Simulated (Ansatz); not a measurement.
**CH6FGeNS: inversion of the pyramid at N1**

Wanted: the energy profile along the inversion of the pyramid at N1, from relaxed end points and a band of images. SMILES of the start: N[CH2][GeH]([F])[SH].

All numbers below are computed with Ansatz 0.2.0 (RKS PBE/def2-SVP).

### Step 1. The system as given

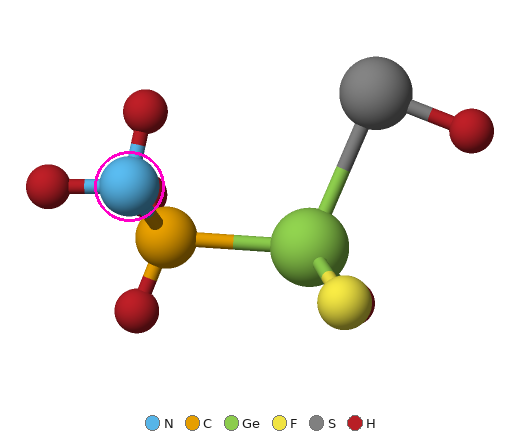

Start, viewed from a chosen angle; nitrogen blue, carbon amber, germanium green, fluorine yellow, sulfur grey, hydrogen red. Ringed: N1.

As a file:

```xyz
11

N    -0.4090    1.0295    1.3297
C    -0.9083    0.5960    0.0144
Ge    0.1000   -0.9621   -0.5251
F     0.0562   -2.1981    0.7140
S     2.2710   -0.4075   -0.7566
H     0.5037    1.4865    1.2041
H    -1.0495    1.8728    1.5981
H    -1.9367    0.3263    0.0649
H    -0.7796    1.4136   -0.7076
H    -0.4004   -1.5017   -1.8384
H     2.6181   -1.7123   -1.0770
```

### Step 2. End point A

input.yaml reads:

```yaml
crystal:
  periodic: [false, false, false]
  atoms:
    - { symbol: "N", position_ang: [-0.409, 1.0295, 1.3297] }
    - { symbol: C, position_ang: [-0.9083, 0.596, 0.0144] }
    - { symbol: Ge, position_ang: [0.1, -0.9621, -0.5251] }
    - { symbol: F, position_ang: [0.0562, -2.1981, 0.714] }
    - { symbol: S, position_ang: [2.271, -0.4075, -0.7566] }
    - { symbol: H, position_ang: [0.5037, 1.4865, 1.2041] }
    - { symbol: H, position_ang: [-1.0495, 1.8728, 1.5981] }
    - { symbol: H, position_ang: [-1.9367, 0.3263, 0.0649] }
    - { symbol: H, position_ang: [-0.7796, 1.4136, -0.7076] }
    - { symbol: H, position_ang: [-0.4004, -1.5017, -1.8384] }
    - { symbol: H, position_ang: [2.6181, -1.7123, -1.077] }
basis:
  gaussian: { orbitals: def2-SVP }
hamiltonian:
  xc: pbe
relax:
  f_tol: 0.015
  max_steps: 40
```

Started as:

```console
> ansatz run input.yaml --threads 2 --pin off --max-ram 3072MiB --backend cpu --events-out ev --progress --plain --runs-dir out
```

The log of the run (excerpt; [...] marks lines left out):

```text
Warning: RAYON_NUM_THREADS=2 ignored (pool sized by the plan → 2); use --threads N
[...]
Functional definition: PBE
[...]
1382 factors; their error is unknown
[...]
mean field -72662.69533060 eV, -2670.3048008558 hartree, gradient 3.2e-5 eV, S^2 0.000000; 0 other end points of the search recorded, 0 dependent functions left out
[...]
reference -72662.69536694 eV, -2670.3048021911 hartree; 38, 38 occupied and 84, 84 virtual orbitals, 1382 factors
relax step   1: F+E_penalty+E_count = -72662.69533060 eV  Δ(F+E_penalty+E_count) = +0.000e0 eV  max|allowed force component| = 1.956e0 eV/Å  Δτ_max = 0.0000 Å  (30 SCF iters, accepted)
[...]
relax step   4: F+E_penalty+E_count = -72662.98399128 eV  Δ(F+E_penalty+E_count) = -1.239e-2 eV  max|allowed force component| = 3.417e-1 eV/Å  Δτ_max = 0.0427 Å  (30 SCF iters, accepted)
[...]
relax step   7: F+E_penalty+E_count = -72662.99086163 eV  Δ(F+E_penalty+E_count) = -5.158e-4 eV  max|allowed force component| = 2.934e-2 eV/Å  Δτ_max = 0.0189 Å  (31 SCF iters, accepted)
[...]
relax step  10: F+E_penalty+E_count = -72662.99170461 eV  Δ(F+E_penalty+E_count) = -2.686e-4 eV  max|allowed force component| = 2.481e-2 eV/Å  Δτ_max = 0.0231 Å  (30 SCF iters, accepted)
[...]
relax step  13: F+E_penalty+E_count = -72663.00194580 eV  Δ(F+E_penalty+E_count) = -8.946e-3 eV  max|allowed force component| = 1.023e-1 eV/Å  Δτ_max = 0.1771 Å  (36 SCF iters, accepted)
[...]
relax step  14: F+E_penalty+E_count = -72663.00676257 eV  Δ(F+E_penalty+E_count) = -4.817e-3 eV  max|allowed force component| = 2.042e-1 eV/Å  Δτ_max = 0.0960 Å  (30 SCF iters, accepted)
[...]
1382 factors; their error is unknown
mean field -72663.00739577 eV, -2670.3162690391 hartree, gradient 1.3e-5 eV, S^2 0.000000; 0 other end points of the search recorded, 0 dependent functions left out
[...]
reference -72663.00743252 eV, -2670.3162703897 hartree; 38, 38 occupied and 84, 84 virtual orbitals, 1382 factors
```

### Step 3. More of the same log: end point A relaxed

Output, continued (excerpt; [...] marks lines left out):

```text
relax step  15: F+E_penalty+E_count = -72663.00739577 eV  Δ(F+E_penalty+E_count) = -6.332e-4 eV  max|allowed force component| = 3.206e-1 eV/Å  Δτ_max = 0.0630 Å  (29 SCF iters, accepted)
[...]
relax step  18: F+E_penalty+E_count = -72663.02075189 eV  Δ(F+E_penalty+E_count) = -1.267e-3 eV  max|allowed force component| = 1.035e-1 eV/Å  Δτ_max = 0.0744 Å  (29 SCF iters, accepted)
[...]
relax step  21: F+E_penalty+E_count = -72663.02413649 eV  Δ(F+E_penalty+E_count) = -7.553e-4 eV  max|allowed force component| = 3.680e-2 eV/Å  Δτ_max = 0.0453 Å  (30 SCF iters, accepted)
[...]
relax step  24: F+E_penalty+E_count = -72663.02461012 eV  Δ(F+E_penalty+E_count) = -1.282e-5 eV  max|allowed force component| = 2.635e-2 eV/Å  Δτ_max = 0.0189 Å  (30 SCF iters, accepted)
[...]
Atom 1 at    -0.945387     0.543506     0.138355 Å, force    -0.003494     0.006081     0.001935 eV/Å
Atom 2 at     0.084584    -0.989368    -0.570352 Å, force     0.003428    -0.001335     0.003955 eV/Å
Atom 3 at    -0.521708    -2.448172     0.231178 Å, force     0.000512     0.002542    -0.001734 eV/Å
Atom 4 at     2.215537    -0.636451     0.003984 Å, force    -0.000740    -0.000460    -0.000770 eV/Å
Atom 5 at     0.585138     1.838148     0.611853 Å, force    -0.000553    -0.000326    -0.000376 eV/Å
Atom 6 at    -0.691794     1.918861     1.655203 Å, force     0.000183    -0.001161    -0.000923 eV/Å
Atom 7 at    -1.805602     0.076736     0.662741 Å, force    -0.000296    -0.000243    -0.000758 eV/Å
Atom 8 at    -1.366929     1.121653    -0.723677 Å, force    -0.001237    -0.002998    -0.001634 eV/Å
Atom 9 at    -0.043124    -1.314387    -2.086307 Å, force    -0.000919     0.001034    -0.000276 eV/Å
Atom 10 at     2.680197    -1.440830    -0.994477 Å, force     0.000231    -0.000318     0.000540 eV/Å
Dipole moment:    -0.160652     0.582586    -0.329300 e Å
```

It took 75 s on 2 threads of Intel Xeon Platinum 8175M at 2.50GHz (Skylake/Cascade Lake), shared host; peak memory 0.21 GiB.

The steps of the relaxation:

```csv
step,energy from step 1 (eV),largest force component (eV/Å)
1,0.0000,1.9557
2,-0.2522,0.6543
3,-0.2763,0.5231
4,-0.2887,0.3417
5,-0.2942,0.0466
6,-0.2950,0.0408
7,-0.2955,0.0293
8,-0.2958,0.0300
9,-0.2961,0.0195
10,-0.2964,0.0248
11,-0.2969,0.1398
12,-0.2977,0.1772
13,-0.3066,0.1023
14,-0.3114,0.2042
15,-0.3121,0.3206
16,-0.3218,0.0747
17,-0.3242,0.0600
18,-0.3254,0.1035
19,-0.3269,0.0802
20,-0.3281,0.0424
21,-0.3288,0.0368
22,-0.3291,0.0547
23,-0.3293,0.0373
24,-0.3293,0.0263
25,-0.3294,0.0191
26,-0.3294,0.0061
```

Step 1 is the start.

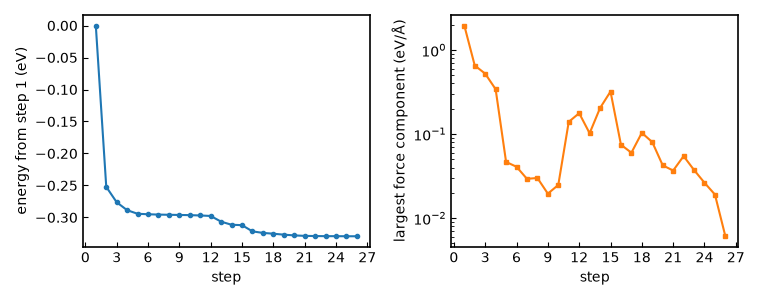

Energy and largest force along the relaxation.

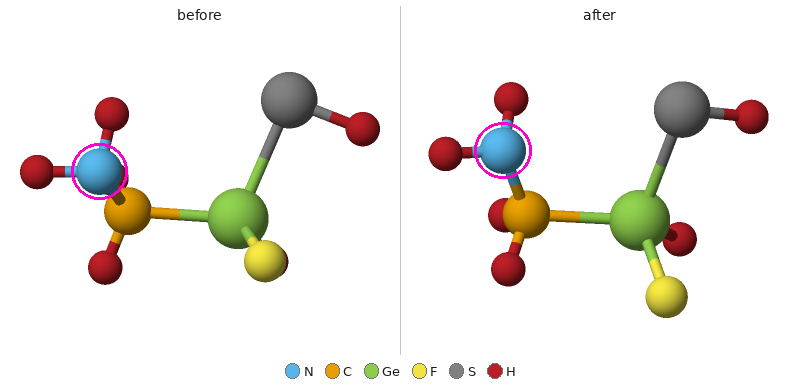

The structure before (left) and after (right), drawn at the same scale.

After: Bond lengths: N1–C2 1.454 Å, C2–Ge3 1.978 Å, Ge3–F4 1.771 Å, Ge3–S5 2.235 Å, N1–H6 1.027 Å, N1–H7 1.027 Å, C2–H8 1.110 Å, C2–H9 1.120 Å, Ge3–H10 1.556 Å, S5–H11 1.364 Å. Angles (14 of 16 angles, heavy atoms first): N1–C2–Ge3 109.3°, C2–Ge3–F4 107.3°, C2–Ge3–S5 106.4°, F4–Ge3–S5 109.9°, N1–C2–H8 109.8°, N1–C2–H9 117.2°, Ge3–C2–H8 104.3°, Ge3–C2–H9 108.7°, C2–N1–H6 111.1°, C2–N1–H7 111.4°, C2–Ge3–H10 117.9°, F4–Ge3–H10 103.9°, S5–Ge3–H10 111.2°, Ge3–S5–H11 92.5°.

### Step 4. Relaxing end B

The second end starts from a geometry with the move made by hand.

Changes to input.yaml since step 2:

```diff
@@ -8,4 +8,4 @@
     - { symbol: S, position_ang: [2.271, -0.4075, -0.7566] }
-    - { symbol: H, position_ang: [0.5037, 1.4865, 1.2041] }
-    - { symbol: H, position_ang: [-1.0495, 1.8728, 1.5981] }
+    - { symbol: H, position_ang: [0.44417, 0.49997, 1.55184] }
+    - { symbol: H, position_ang: [-1.12548, 0.61374, 2.04191] }
     - { symbol: H, position_ang: [-1.9367, 0.3263, 0.0649] }
@@ -21 +21,3 @@
   max_steps: 40
+output:
+  orbitals: {}
```

Started as:

```console
> ansatz run input.yaml --threads 2 --pin off --max-ram 3072MiB --backend cpu --events-out ev --progress --plain --runs-dir out
```

The log of the run:

```text
Warning: RAYON_NUM_THREADS=2 ignored (pool sized by the plan → 2); use --threads N
The last accepted step is kept in <dir> (removed where the run ends without a failure and the disk answers)
Engine: ansatz 0.2.0, x86_64-unknown-linux-gnu
[... 1 set-up line as earlier in the session ...]
  parameter kappa = 0.804
  parameter beta = 0.06672455060314922
  exchange = pbe_x(kappa = kappa, mu = beta*pi^2/3)
  correlation = pbe_c(beta = beta)
1382 factors; their error is unknown
mean field evaluation 1: about -72652.7480 eV, gradient 7.0e1 eV
mean field evaluation 2: about -72574.1922 eV, gradient 1.6e2 eV
mean field evaluation 4: about -72662.3873 eV, gradient 1.1e1 eV
mean field evaluation 8: about -72662.7266 eV, gradient 1.9e-1 eV
mean field evaluation 16: about -72662.6323 eV, gradient 2.7e-3 eV
mean field -72662.63225173 eV, -2670.3024827501 hartree, gradient 2.8e-5 eV, S^2 0.000000; 0 other end points of the search recorded, 0 dependent functions left out
the calculation of the forces begins
reference -72662.63228742 eV, -2670.3024840617 hartree; 38, 38 occupied and 84, 84 virtual orbitals, 1382 factors
relax step   1: F+E_penalty+E_count = -72662.63225173 eV  Δ(F+E_penalty+E_count) = +0.000e0 eV  max|allowed force component| = 1.935e0 eV/Å  Δτ_max = 0.0000 Å  (29 SCF iters, accepted)
these checks for a lower state are left out or cut short: starts, cluster_reference, orbital_swaps, neighbouring_geometries, increment
1382 factors; their error is unknown
mean field -72662.94825379 eV, -2670.3140956116 hartree, gradient 1.0e-5 eV, S^2 0.000000; 0 other end points of the search recorded, 0 dependent functions left out
the calculation of the forces begins
reference -72662.94829029 eV, -2670.3140969528 hartree; 38, 38 occupied and 84, 84 virtual orbitals, 1382 factors
relax step   2: F+E_penalty+E_count = -72662.94825379 eV  Δ(F+E_penalty+E_count) = -3.160e-1 eV  max|allowed force component| = 9.818e-1 eV/Å  Δτ_max = 0.1999 Å  (29 SCF iters, accepted)
these checks for a lower state are left out or cut short: starts, cluster_reference, orbital_swaps, neighbouring_geometries, increment
1382 factors; their error is unknown
mean field evaluation 32: about -72663.0164 eV, gradient 2.3e-3 eV
mean field -72663.01642119 eV, -2670.3166007174 hartree, gradient 8.7e-6 eV, S^2 0.000000; 0 other end points of the search recorded, 0 dependent functions left out
the calculation of the forces begins
reference -72663.01645800 eV, -2670.3166020700 hartree; 38, 38 occupied and 84, 84 virtual orbitals, 1382 factors
relax step   3: F+E_penalty+E_count = -72663.01642119 eV  Δ(F+E_penalty+E_count) = -6.817e-2 eV  max|allowed force component| = 7.617e-1 eV/Å  Δτ_max = 0.1686 Å  (29 SCF iters, accepted)
these checks for a lower state are left out or cut short: starts, cluster_reference, orbital_swaps, neighbouring_geometries, increment
1382 factors; their error is unknown
mean field -72663.06319393 eV, -2670.3183195836 hartree, gradient 2.0e-5 eV, S^2 0.000000; 0 other end points of the search recorded, 0 dependent functions left out
the calculation of the forces begins
reference -72663.06323062 eV, -2670.3183209319 hartree; 38, 38 occupied and 84, 84 virtual orbitals, 1382 factors
relax step   4: F+E_penalty+E_count = -72663.06319393 eV  Δ(F+E_penalty+E_count) = -4.677e-2 eV  max|allowed force component| = 9.750e-1 eV/Å  Δτ_max = 0.1953 Å  (28 SCF iters, accepted)
these checks for a lower state are left out or cut short: starts, cluster_reference, orbital_swaps, neighbouring_geometries, increment
1382 factors; their error is unknown
mean field -72663.09671890 eV, -2670.3195516037 hartree, gradient 1.5e-5 eV, S^2 0.000000; 0 other end points of the search recorded, 0 dependent functions left out
the calculation of the forces begins
reference -72663.09675541 eV, -2670.3195529452 hartree; 38, 38 occupied and 84, 84 virtual orbitals, 1382 factors
relax step   5: F+E_penalty+E_count = -72663.09671890 eV  Δ(F+E_penalty+E_count) = -3.352e-2 eV  max|allowed force component| = 5.565e-1 eV/Å  Δτ_max = 0.0932 Å  (29 SCF iters, accepted)
these checks for a lower state are left out or cut short: starts, cluster_reference, orbital_swaps, neighbouring_geometries, increment
1382 factors; their error is unknown
mean field -72663.11468153 eV, -2670.3202117179 hartree, gradient 2.1e-5 eV, S^2 0.000000; 0 other end points of the search recorded, 0 dependent functions left out
the calculation of the forces begins
reference -72663.11471794 eV, -2670.3202130560 hartree; 38, 38 occupied and 84, 84 virtual orbitals, 1382 factors
relax step   6: F+E_penalty+E_count = -72663.11468153 eV  Δ(F+E_penalty+E_count) = -1.796e-2 eV  max|allowed force component| = 1.398e-1 eV/Å  Δτ_max = 0.1291 Å  (29 SCF iters, accepted)
these checks for a lower state are left out or cut short: starts, cluster_reference, orbital_swaps, neighbouring_geometries, increment
1382 factors; their error is unknown
mean field -72663.11644520 eV, -2670.3202765317 hartree, gradient 1.5e-5 eV, S^2 0.000000; 0 other end points of the search recorded, 0 dependent functions left out
the calculation of the forces begins
reference -72663.11648156 eV, -2670.3202778681 hartree; 38, 38 occupied and 84, 84 virtual orbitals, 1382 factors
relax step   7: F+E_penalty+E_count = -72663.11644520 eV  Δ(F+E_penalty+E_count) = -1.764e-3 eV  max|allowed force component| = 2.824e-1 eV/Å  Δτ_max = 0.0918 Å  (29 SCF iters, accepted)
these checks for a lower state are left out or cut short: starts, cluster_reference, orbital_swaps, neighbouring_geometries, increment
1382 factors; their error is unknown
mean field evaluation 64: about -72663.2174 eV, gradient 8.8e-3 eV
mean field -72663.12197651 eV, -2670.3204798037 hartree, gradient 1.4e-5 eV, S^2 0.000000; 0 other end points of the search recorded, 0 dependent functions left out
the calculation of the forces begins
reference -72663.12201285 eV, -2670.3204811390 hartree; 38, 38 occupied and 84, 84 virtual orbitals, 1382 factors
relax step   8: F+E_penalty+E_count = -72663.12197651 eV  Δ(F+E_penalty+E_count) = -5.531e-3 eV  max|allowed force component| = 5.681e-2 eV/Å  Δτ_max = 0.0349 Å  (31 SCF iters, accepted)
these checks for a lower state are left out or cut short: starts, cluster_reference, orbital_swaps, neighbouring_geometries, increment
1382 factors; their error is unknown
mean field -72663.12256385 eV, -2670.3205013879 hartree, gradient 1.4e-5 eV, S^2 0.000000; 0 other end points of the search recorded, 0 dependent functions left out
the calculation of the forces begins
reference -72663.12260016 eV, -2670.3205027224 hartree; 38, 38 occupied and 84, 84 virtual orbitals, 1382 factors
relax step   9: F+E_penalty+E_count = -72663.12256385 eV  Δ(F+E_penalty+E_count) = -5.873e-4 eV  max|allowed force component| = 4.850e-2 eV/Å  Δτ_max = 0.0184 Å  (30 SCF iters, accepted)
these checks for a lower state are left out or cut short: starts, cluster_reference, orbital_swaps, neighbouring_geometries, increment
1382 factors; their error is unknown
mean field -72663.12296513 eV, -2670.3205161347 hartree, gradient 1.4e-5 eV, S^2 0.000000; 0 other end points of the search recorded, 0 dependent functions left out
the calculation of the forces begins
reference -72663.12300147 eV, -2670.3205174703 hartree; 38, 38 occupied and 84, 84 virtual orbitals, 1382 factors
relax step  10: F+E_penalty+E_count = -72663.12296513 eV  Δ(F+E_penalty+E_count) = -4.013e-4 eV  max|allowed force component| = 2.686e-2 eV/Å  Δτ_max = 0.0175 Å  (31 SCF iters, accepted)
these checks for a lower state are left out or cut short: starts, cluster_reference, orbital_swaps, neighbouring_geometries, increment
1382 factors; their error is unknown
mean field -72663.12326945 eV, -2670.3205273184 hartree, gradient 1.4e-5 eV, S^2 0.000000; 0 other end points of the search recorded, 0 dependent functions left out
the calculation of the forces begins
reference -72663.12330580 eV, -2670.3205286541 hartree; 38, 38 occupied and 84, 84 virtual orbitals, 1382 factors
relax step  11: F+E_penalty+E_count = -72663.12326945 eV  Δ(F+E_penalty+E_count) = -3.043e-4 eV  max|allowed force component| = 1.753e-2 eV/Å  Δτ_max = 0.0300 Å  (30 SCF iters, accepted)
these checks for a lower state are left out or cut short: starts, cluster_reference, orbital_swaps, neighbouring_geometries, increment
1382 factors; their error is unknown
mean field evaluation 96: about -72663.1234 eV, gradient 1.4e-5 eV
mean field -72663.12336745 eV, -2670.3205309199 hartree, gradient 1.4e-5 eV, S^2 0.000000; 0 other end points of the search recorded, 0 dependent functions left out
the calculation of the forces begins
reference -72663.12340382 eV, -2670.3205322565 hartree; 38, 38 occupied and 84, 84 virtual orbitals, 1382 factors
relax step  12: F+E_penalty+E_count = -72663.12336745 eV  Δ(F+E_penalty+E_count) = -9.800e-5 eV  max|allowed force component| = 1.187e-2 eV/Å  Δτ_max = 0.0192 Å  (31 SCF iters, accepted)
these checks for a lower state are left out or cut short: starts, cluster_reference, orbital_swaps, neighbouring_geometries, increment
1382 factors; their error is unknown
mean field -72663.12344726 eV, -2670.3205338527 hartree, gradient 1.4e-5 eV, S^2 0.000000; 0 other end points of the search recorded, 0 dependent functions left out
the calculation of the forces begins
reference -72663.12348362 eV, -2670.3205351890 hartree; 38, 38 occupied and 84, 84 virtual orbitals, 1382 factors
relax step  13: F+E_penalty+E_count = -72663.12344726 eV  Δ(F+E_penalty+E_count) = -7.981e-5 eV  max|allowed force component| = 6.197e-3 eV/Å  Δτ_max = 0.0105 Å  (31 SCF iters, accepted)
these checks for a lower state are left out or cut short: starts, cluster_reference, orbital_swaps, neighbouring_geometries, increment
1382 factors; their error is unknown
mean field -72663.12349853 eV, -2670.3205357369 hartree, gradient 1.4e-5 eV, S^2 0.000000; 0 other end points of the search recorded, 0 dependent functions left out
the calculation of the forces begins
reference -72663.12353489 eV, -2670.3205370730 hartree; 38, 38 occupied and 84, 84 virtual orbitals, 1382 factors
relax step  14: F+E_penalty+E_count = -72663.12349853 eV  Δ(F+E_penalty+E_count) = -5.127e-5 eV  max|allowed force component| = 8.122e-3 eV/Å  Δτ_max = 0.0201 Å  (30 SCF iters, accepted)
1382 factors; their error is unknown
mean field evaluation 128: about -72663.1235 eV, gradient 7.9e-4 eV
mean field -72663.12349853 eV, -2670.3205357369 hartree, gradient 2.2e-5 eV, S^2 0.000000; 1 other end points of the search recorded, 0 dependent functions left out
the calculation of the forces begins
reference -72663.12353489 eV, -2670.3205370730 hartree; 38, 38 occupied and 84, 84 virtual orbitals, 1382 factors
Total energy: -72663.12353489 eV, -2670.3205370730 hartree
Atom 0 at    -0.593338     0.918635     1.439065 Å, force    -0.003011    -0.000679     0.000428 eV/Å
Atom 1 at    -0.893991     0.636617     0.045679 Å, force    -0.005689     0.001897    -0.005006 eV/Å
Atom 2 at     0.062425    -0.977381    -0.624966 Å, force    -0.000078     0.000734    -0.001050 eV/Å
Atom 3 at    -0.140471    -2.115414     0.726901 Å, force    -0.000180    -0.000472     0.000330 eV/Å
Atom 4 at     2.240074    -0.441673    -0.740245 Å, force     0.003264    -0.008122    -0.002170 eV/Å
Atom 5 at     0.404484     1.136670     1.557940 Å, force     0.004169     0.001291     0.001658 eV/Å
Atom 6 at    -0.765008     0.080973     2.011122 Å, force     0.000601    -0.001453     0.001100 eV/Å
Atom 7 at    -1.982245     0.455778    -0.083400 Å, force     0.000598     0.002682     0.001322 eV/Å
Atom 8 at    -0.639115     1.506161    -0.594665 Å, force     0.000770    -0.002826     0.000936 eV/Å
Atom 9 at    -0.393571    -1.794306    -1.871454 Å, force     0.001240    -0.000818     0.000909 eV/Å
Atom 10 at     2.630746    -1.708650    -1.053925 Å, force    -0.001683     0.007765     0.001542 eV/Å
Dipole moment:    -0.048056     0.053494    -0.249062 e Å
```

Wall time 44 s (2 threads of Intel Xeon Platinum 8175M at 2.50GHz (Skylake/Cascade Lake), shared host); peak memory 0.2 GiB.

Step by step:

```csv
step,energy from step 1 (eV),largest force component (eV/Å)
1,0.0000,1.9350
2,-0.3160,0.9818
3,-0.3842,0.7617
4,-0.4309,0.9750
5,-0.4645,0.5565
6,-0.4824,0.1398
7,-0.4842,0.2824
8,-0.4897,0.0568
9,-0.4903,0.0485
10,-0.4907,0.0269
11,-0.4910,0.0175
12,-0.4911,0.0119
13,-0.4912,0.0062
14,-0.4912,0.0081
```

Step 1 is the start.

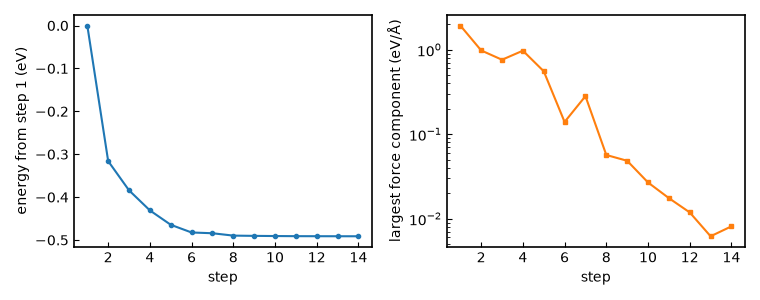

Energy and largest force along the relaxation.

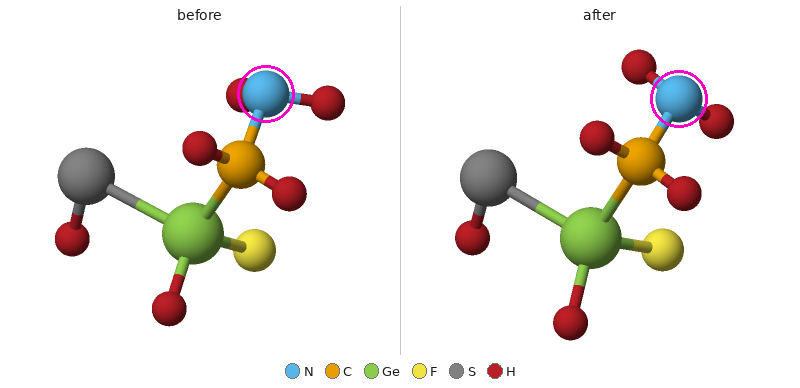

Before and after, at one scale.

After: Bond lengths: N1–C2 1.453 Å, C2–Ge3 1.992 Å, Ge3–F4 1.779 Å, Ge3–S5 2.246 Å, N1–H6 1.028 Å, N1–H7 1.029 Å, C2–H8 1.111 Å, C2–H9 1.110 Å, Ge3–H10 1.559 Å, S5–H11 1.362 Å. Angles (14 of 16 angles, heavy atoms first): N1–C2–Ge3 112.4°, C2–Ge3–F4 102.0°, C2–Ge3–S5 106.8°, F4–Ge3–S5 107.6°, N1–C2–H8 110.2°, N1–C2–H9 110.7°, Ge3–C2–H8 107.4°, Ge3–C2–H9 109.3°, C2–N1–H6 110.7°, C2–N1–H7 109.9°, C2–Ge3–H10 123.6°, F4–Ge3–H10 103.8°, S5–Ge3–H10 111.6°, Ge3–S5–H11 93.9°.

[end of part 1 of 2]
